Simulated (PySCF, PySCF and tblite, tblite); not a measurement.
**C₉H₁₅N: conformers and averaged spectra, part 1 of 2**

Which conformers does C₉H₁₅N (`C=C[C@@]12CC[C@@H]1[C@H]2N(C)C`) populate, and what do their averaged NMR parameters look like?

Computed with tblite 0.8.0 (tight binding) and PySCF 2.14.0 (DFT, with response routines of our own); each step states its level. Atoms count from 0 throughout.

### 1 The starting structure

25 atoms, charge 0, multiplicity 1; geometry from: MMFF94s geometry.

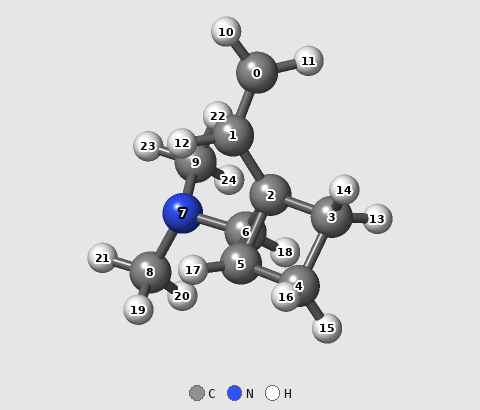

The starting geometry (carbon grey, nitrogen blue, hydrogen white), atoms numbered.

### 2 GFN2-xTB relaxation, conformer 1

What the job is given:

```
{"job": {"xc": "GFN2-xTB", "basis": "xTB", "kind": "relax"}, "charge": 0, "multiplicity": 1}
C     -1.753500     2.193600     0.968400
C     -1.238300     1.398200     0.026300
C     -0.983600    -0.052700     0.187900
C     -2.160100    -0.955900     0.378400
C     -1.742700    -1.727800    -0.880700
C     -0.550200    -0.861100    -0.988500
C      0.425600    -0.585800     0.121800
N      1.595100     0.290200    -0.141600
C      2.652100    -0.435700    -0.855900
C      2.113700     0.868100     1.092300
H     -1.894300     3.255000     0.778300
H     -2.069700     1.808300     1.938400
H     -0.937500     1.846500    -0.898300
H     -2.095500    -1.556900     1.304200
H     -3.160100    -0.506100     0.331600
H     -1.533500    -2.787500    -0.719400
H     -2.444000    -1.623700    -1.718400
H     -0.438700    -0.393600    -1.951900
H      0.640800    -1.421500     0.796400
H      2.278600    -0.823400    -1.803000
H      3.035300    -1.265900    -0.267400
H      3.476200     0.243200    -1.097000
H      1.351900     1.451800     1.622600
H      2.926800     1.559500     0.865500
H      2.494500     0.107400     1.779100
```

Command:

```sh
OMP_NUM_THREADS=1 python ens_run.py task.json out
```

One launch serves the whole session.

Log:

```text
step      E/eV     max force
  0    -809.24163    3.198
  1    -809.48180    1.511
  2    -809.57434    0.955
  3    -809.68826    0.834
  4    -809.73881    0.818
  5    -809.78517    0.482
  6    -809.82352    0.438
  7    -809.86522    0.461
  8    -809.89897    0.444
  9    -809.92249    0.338
 10    -809.94010    0.284
 11    -809.95808    0.377
 12    -809.97642    0.354
 13    -809.98916    0.223
 14    -809.99744    0.233
 15    -810.00485    0.216
 16    -810.01342    0.264
 17    -810.02338    0.226
 18    -810.03312    0.200
 19    -810.04097    0.137
 20    -810.04730    0.169
 21    -810.05327    0.162
 22    -810.05865    0.182
 23    -810.06289    0.130
 24    -810.06601    0.114
 25    -810.06861    0.108
 26    -810.07158    0.170
 27    -810.07517    0.167
 28    -810.07873    0.120
 29    -810.08154    0.126
 30    -810.08394    0.118
 31    -810.08664    0.140
 32    -810.08951    0.118
 33    -810.09204    0.106
 34    -810.09397    0.105
 35    -810.09550    0.102
 36    -810.09694    0.086
 37    -810.09847    0.099
 38    -810.10010    0.120
 39    -810.10171    0.103
 40    -810.10317    0.085
 41    -810.10442    0.085
 42    -810.10565    0.088
 43    -810.10689    0.096
 44    -810.10818    0.089
 45    -810.10935    0.077
 46    -810.11018    0.071
 47    -810.11096    0.072
 48    -810.11200    0.070
 49    -810.11309    0.085
 50    -810.11404    0.091
 51    -810.11477    0.081
 52    -810.11546    0.064
 53    -810.11618    0.062
 54    -810.11684    0.061
 55    -810.11733    0.058
 56    -810.11774    0.062
 57    -810.11822    0.068
 58    -810.11892    0.071
 59    -810.11984    0.080
 60    -810.12086    0.063
 61    -810.12166    0.059
 62    -810.12227    0.055
 63    -810.12282    0.054
 64    -810.12337    0.048
 65    -810.12384    0.048
 66    -810.12422    0.066
 67    -810.12454    0.049
 68    -810.12481    0.044
 69    -810.12503    0.045
 70    -810.12523    0.040
 71    -810.12540    0.034
 72    -810.12540    0.034
 73    -810.12550    0.025
 74    -810.12569    0.047
 75    -810.12578    0.041
 76    -810.12598    0.052
 77    -810.12614    0.038
 78    -810.12630    0.029
 79    -810.12647    0.032
 80    -810.12665    0.033
 81    -810.12683    0.030
 82    -810.12699    0.028
 83    -810.12716    0.028
 84    -810.12731    0.026
 85    -810.12742    0.025
 86    -810.12751    0.020
 87    -810.12759    0.020
 88    -810.12766    0.016
 89    -810.12774    0.017
 90    -810.12782    0.019
 91    -810.12790    0.022
 92    -810.12799    0.021
 93    -810.12807    0.021
 94    -810.12815    0.017
 95    -810.12822    0.022
 96    -810.12829    0.021
 97    -810.12835    0.020
 98    -810.12840    0.019
 99    -810.12845    0.018
100    -810.12850    0.019
101    -810.12854    0.017
102    -810.12858    0.017
103    -810.12862    0.013
104    -810.12867    0.015
105    -810.12873    0.021
106    -810.12880    0.028
107    -810.12887    0.024
108    -810.12894    0.024
109    -810.12900    0.023
110    -810.12906    0.023
111    -810.12914    0.032
112    -810.12923    0.029
113    -810.12931    0.017
114    -810.12938    0.018
115    -810.12944    0.018
116    -810.12950    0.019
117    -810.12956    0.015
118    -810.12961    0.016
119    -810.12965    0.017
120    -810.12970    0.021
121    -810.12975    0.019
122    -810.12980    0.016
123    -810.12983    0.012
124    -810.12986    0.012
125    -810.12990    0.012
126    -810.12992    0.012
127    -810.12995    0.010
128    -810.12997    0.008
129    -810.12998    0.007
130    -810.12999    0.007
131    -810.13000    0.007
132    -810.13001    0.007
133    -810.13002    0.008
134    -810.13003    0.006
135    -810.13004    0.006
136    -810.13005    0.007
137    -810.13006    0.009
138    -810.13007    0.007
139    -810.13008    0.007
140    -810.13009    0.007
141    -810.13010    0.010
142    -810.13011    0.009
143    -810.13012    0.006
144    -810.13012    0.005
145    -810.13013    0.006
146    -810.13013    0.005
147    -810.13014    0.004
148    -810.13014    0.004
```

Wall time 1.2 s (1 thread of Intel Xeon Platinum 8488C, shared host).

Gain 0.889 eV; displacement 0.31 Å root mean square.

### 3 GFN2-xTB relaxation, conformer 2

What the job is given:

```
{"job": {"xc": "GFN2-xTB", "basis": "xTB", "kind": "relax"}, "charge": 0, "multiplicity": 1}
C     -1.693800    -1.301700     1.601500
C     -0.771900    -0.355000     1.399700
C     -0.701600     0.555300     0.269300
C     -1.640300     1.742600     0.256800
C     -0.410000     2.662500     0.198800
C      0.454200     1.467000     0.077900
C      0.248400     0.346000    -0.894400
N      1.205100    -0.772000    -1.044000
C      2.256200    -0.930300    -0.053400
C      0.536900    -2.048300    -1.330600
H     -1.683200    -1.937600     2.478600
H     -2.506100    -1.452900     0.886500
H      0.000500    -0.251100     2.178500
H     -2.288200     1.778800    -0.616500
H     -2.257700     1.888800     1.162000
H     -0.395900     3.328400    -0.667000
H     -0.242900     3.267200     1.096100
H      1.252800     1.460600     0.809900
H     -0.146200     0.648500    -1.857300
H      2.843200    -0.005600     0.043400
H      2.957100    -1.698000    -0.357800
H      1.866200    -1.196500     0.933900
H     -0.197100    -1.920800    -2.117800
H      0.034000    -2.472600    -0.457900
H      1.269200    -2.779200    -1.691800
```

Log:

```text
step      E/eV     max force
  0    -809.18749    3.065
  1    -809.39426    1.562
  2    -809.48428    0.998
  3    -809.58148    0.749
  4    -809.63177    0.676
  5    -809.67344    0.444
  6    -809.70628    0.410
  7    -809.74005    0.411
  8    -809.76995    0.408
  9    -809.79371    0.340
 10    -809.81423    0.388
 11    -809.83602    0.430
 12    -809.85844    0.381
 13    -809.87535    0.273
 14    -809.88735    0.299
 15    -809.89738    0.252
 16    -809.90737    0.264
 17    -809.91691    0.217
 18    -809.92466    0.193
 19    -809.93032    0.141
 20    -809.93501    0.160
 21    -809.93928    0.128
 22    -809.94322    0.139
 23    -809.94701    0.140
 24    -809.95052    0.151
 25    -809.95386    0.136
 26    -809.95738    0.159
 27    -809.96118    0.156
 28    -809.96464    0.157
 29    -809.96724    0.123
 30    -809.96938    0.115
 31    -809.97158    0.103
 32    -809.97379    0.115
 33    -809.97571    0.092
 34    -809.97712    0.093
 35    -809.97811    0.081
 36    -809.97894    0.069
 37    -809.97980    0.064
 38    -809.98085    0.079
 39    -809.98215    0.101
 40    -809.98357    0.101
 41    -809.98483    0.103
 42    -809.98586    0.102
 43    -809.98682    0.092
 44    -809.98784    0.079
 45    -809.98893    0.090
 46    -809.98998    0.088
 47    -809.99100    0.076
 48    -809.99219    0.078
 49    -809.99364    0.091
 50    -809.99523    0.091
 51    -809.99681    0.067
 52    -809.99833    0.083
 53    -809.99990    0.099
 54    -810.00130    0.100
 55    -810.00223    0.133
 56    -810.00357    0.069
 57    -810.00498    0.098
 58    -810.00633    0.125
 59    -810.00841    0.124
 60    -810.01045    0.096
 61    -810.01239    0.081
 62    -810.01395    0.081
 63    -810.01535    0.072
 64    -810.01646    0.120
 65    -810.01664    0.156
 66    -810.01827    0.060
 67    -810.01895    0.055
 68    -810.01986    0.049
 69    -810.02034    0.071
 70    -810.02101    0.069
 71    -810.02170    0.055
 72    -810.02250    0.055
 73    -810.02309    0.062
 74    -810.02399    0.061
 75    -810.02476    0.069
 76    -810.02539    0.055
 77    -810.02583    0.051
 78    -810.02625    0.039
 79    -810.02625    0.039
 80    -810.02644    0.036
 81    -810.02686    0.043
 82    -810.02697    0.030
 83    -810.02716    0.050
 84    -810.02735    0.033
 85    -810.02746    0.028
 86    -810.02761    0.029
 87    -810.02773    0.035
 88    -810.02785    0.027
 89    -810.02799    0.031
 90    -810.02816    0.031
 91    -810.02833    0.037
 92    -810.02847    0.030
 93    -810.02859    0.026
 94    -810.02870    0.023
 95    -810.02885    0.037
 96    -810.02901    0.041
 97    -810.02917    0.034
 98    -810.02931    0.027
 99    -810.02943    0.029
100    -810.02954    0.021
101    -810.02962    0.022
102    -810.02970    0.021
103    -810.02976    0.022
104    -810.02983    0.021
105    -810.02991    0.022
106    -810.02998    0.027
107    -810.03006    0.023
108    -810.03013    0.016
109    -810.03018    0.016
110    -810.03023    0.016
111    -810.03027    0.015
112    -810.03031    0.014
113    -810.03036    0.017
114    -810.03039    0.014
115    -810.03043    0.013
116    -810.03047    0.014
117    -810.03051    0.017
118    -810.03057    0.025
119    -810.03063    0.024
120    -810.03068    0.017
121    -810.03073    0.018
122    -810.03079    0.020
123    -810.03086    0.024
124    -810.03092    0.021
125    -810.03097    0.015
126    -810.03100    0.015
127    -810.03105    0.017
128    -810.03110    0.024
129    -810.03115    0.021
130    -810.03121    0.020
131    -810.03126    0.021
132    -810.03130    0.015
133    -810.03134    0.015
134    -810.03138    0.011
135    -810.03141    0.013
136    -810.03144    0.013
137    -810.03149    0.017
138    -810.03152    0.017
139    -810.03155    0.013
140    -810.03157    0.012
141    -810.03159    0.013
142    -810.03161    0.011
143    -810.03162    0.009
144    -810.03163    0.009
145    -810.03164    0.006
146    -810.03165    0.005
147    -810.03165    0.005
148    -810.03166    0.005
149    -810.03166    0.006
150    -810.03167    0.006
151    -810.03168    0.005
152    -810.03168    0.006
153    -810.03169    0.006
154    -810.03169    0.008
155    -810.03170    0.007
156    -810.03171    0.005
157    -810.03171    0.005
158    -810.03171    0.004
159    -810.03172    0.004
```

It took 1.3 s on 1 thread of Intel Xeon Platinum 8488C, shared host.

The energy fell by 0.844 eV, and the atoms moved 0.37 Å (root mean square).

### 4 Shieldings, conformer 1: PBE0/pcSseg-1

What the job is given:

```
{"job": {"xc": "PBE0", "basis": "pcSseg-1", "kind": "nmr", "pop": true}, "charge": 0, "multiplicity": 1}
C     -2.007581     2.212853     0.869339
C     -1.066984     1.572405     0.190604
C     -0.948361     0.123835     0.093333
C     -2.006065    -0.906717     0.486851
C     -1.633270    -1.746296    -0.753481
C     -0.569233    -0.722651    -1.116509
C      0.392530    -0.579820     0.018129
N      1.551303     0.233180    -0.199028
C      2.579909    -0.491094    -0.919082
C      2.058560     0.774338     1.046216
H     -2.048104     3.287714     0.901243
H     -2.770209     1.690005     1.421906
H     -0.305829     2.118551    -0.351084
H     -1.848737    -1.387333     1.452547
H     -3.018967    -0.514829     0.442904
H     -1.257851    -2.750566    -0.552367
H     -2.437323    -1.806831    -1.483210
H     -0.328370    -0.393867    -2.113197
H      0.540193    -1.444174     0.677488
H      2.167298    -0.863934    -1.854552
H      2.977777    -1.344196    -0.346640
H      3.400674     0.189144    -1.142849
H      1.262227     1.323693     1.545213
H      2.877224     1.458817     0.827332
H      2.428255    -0.008083     1.728074
```

Log:

```text
coarse grid: 20136 points
cycle   1  E = -405.9908262817  dE =  1.521e+00  |g| = 4.311e-01  |ddm| = 4.539e+00
cycle   2  E = -405.9929647353  dE = -2.138e-03  |g| = 4.410e-01  |ddm| = 9.674e-01
cycle   3  E = -406.0441227695  dE = -5.116e-02  |g| = 4.640e-02  |ddm| = 5.149e-01
cycle   4  E = -406.0444235072  dE = -3.007e-04  |g| = 2.679e-02  |ddm| = 6.575e-02
cycle   5  E = -406.0445698430  dE = -1.463e-04  |g| = 7.249e-03  |ddm| = 2.845e-02
cycle   6  E = -406.0445800532  dE = -1.021e-05  |g| = 3.100e-03  |ddm| = 9.755e-03
cycle   7  E = -406.0445824288  dE = -2.376e-06  |g| = 3.724e-04  |ddm| = 3.154e-03
final grid: 192448 points
cycle   8  E = -406.1052091798  dE = -7.251e-05  |g| = 1.043e-02  |ddm| = 6.453e-02
cycle   9  E = -406.1052004414  dE =  8.738e-06  |g| = 1.200e-02  |ddm| = 2.436e-02
cycle  10  E = -406.1052376418  dE = -3.720e-05  |g| = 1.581e-03  |ddm| = 1.417e-02
cycle  11  E = -406.1052382356  dE = -5.938e-07  |g| = 3.728e-04  |ddm| = 1.922e-03
cycle  12  E = -406.1052382662  dE = -3.061e-08  |g| = 1.256e-04  |ddm| = 3.674e-04
cycle  13  E = -406.1052382697  dE = -3.535e-09  |g| = 2.802e-05  |ddm| = 1.371e-04
cycle  14  E = -406.1052382699  dE = -1.852e-10  |g| = 5.621e-06  |ddm| = 3.251e-05
converged SCF energy = -406.1052382699

GIAO shielding tensors (ppm)
atom      isotropic    diamagn.    paramagn.     s11        s22        s33       span
  0 C       68.734     254.701    -185.967    -47.758     82.278    171.681    219.439
  1 C       39.512     250.399    -210.887    -84.454     43.461    159.528    243.982
  2 C      148.039     256.110    -108.072    115.244    136.276    192.596     77.352
  3 C      162.083     248.450     -86.368    152.293    160.320    173.634     21.341
  4 C      166.101     253.846     -87.745    156.724    167.367    174.212     17.489
  5 C      153.361     253.754    -100.393    131.014    142.241    186.828     55.814
  6 C      121.918     251.896    -129.977     87.992    103.985    173.777     85.785
  7 N      219.393     322.144    -102.751    190.279    214.264    253.637     63.358
  8 C      139.616     246.127    -106.511    114.599    118.243    186.005     71.407
  9 C      140.395     247.785    -107.391    116.089    120.153    184.942     68.853
 10 H       26.225      29.154      -2.929     22.885     25.265     30.524      7.639
 11 H       26.395      32.519      -6.124     22.254     25.088     31.842      9.588
 12 H       25.351      33.117      -7.765     21.688     23.599     30.767      9.079
 13 H       30.240      31.081      -0.841     26.410     27.214     37.096     10.687
 14 H       29.557      31.776      -2.220     25.298     27.779     35.593     10.295
 15 H       30.384      31.064      -0.681     26.095     27.519     37.536     11.441
 16 H       29.768      30.953      -1.185     25.632     26.847     36.826     11.195
 17 H       30.003      35.570      -5.567     24.610     28.835     36.565     11.954
 18 H       30.032      35.203      -5.170     24.290     30.328     35.479     11.189
 19 H       29.043      30.928      -1.885     23.839     28.082     35.206     11.367
 20 H       29.690      29.574       0.116     26.334     27.053     35.681      9.347
 21 H       29.326      29.588      -0.263     24.929     26.267     36.781     11.852
 22 H       29.053      32.094      -3.040     23.224     29.714     34.222     10.998
 23 H       29.464      30.420      -0.956     25.416     26.143     36.833     11.417
 24 H       29.817      30.592      -0.774     26.640     27.071     35.741      9.101
```

It took 56 s on 1 thread of Intel Xeon Platinum 8488C, shared host; peak memory 1.2 GiB.

In short: HOMO -6.21 eV, LUMO 0.43 eV; dipole 0.90 D.

(Continued in part 2 of 2.)
